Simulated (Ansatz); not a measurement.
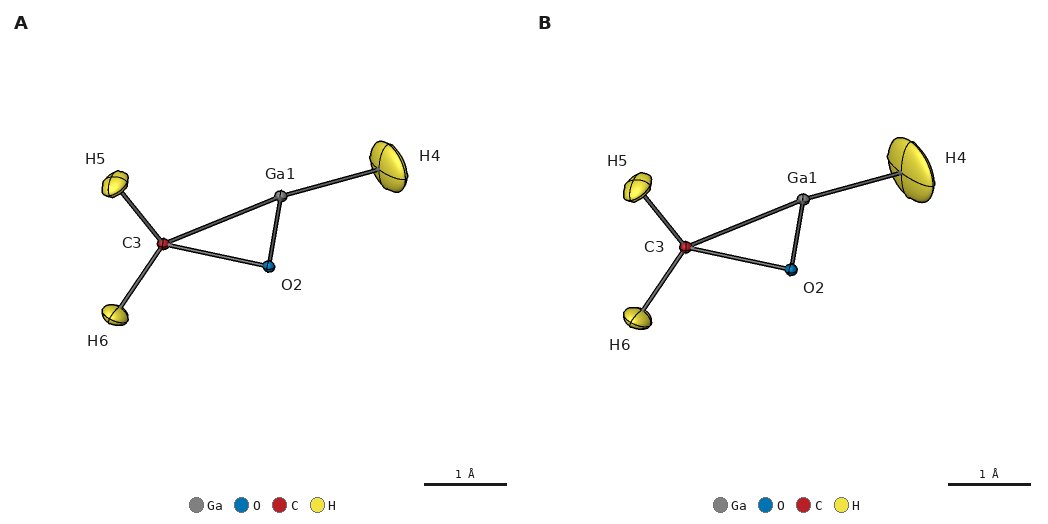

Displacement ellipsoids at the 50 % level, from the internal vibrations of the free molecule (harmonic, no overall translation or rotation; no half-axis is drawn under 0.075 Å). Vibrations computed with RKS PBE0-D4/def2-TZVP (Ansatz 0.2.0). One panel is for 298 K, the other for 600 K.

Question: Which panel is for 600 K?

Answer: B.

Question: How much does the mean-square displacement of H4 grow, and why?

Answer: U_eq goes from 0.0362 to 0.0588 Å², a factor of 1.6. Modes below kT (417 cm⁻¹ at 600 K) grow about in proportion to T, and the lowest lies at 307 cm⁻¹; the mean-square amplitude of a mode is its zero-point value times coth(ħω/2kT), which comes close to 1 only above about 3kT.
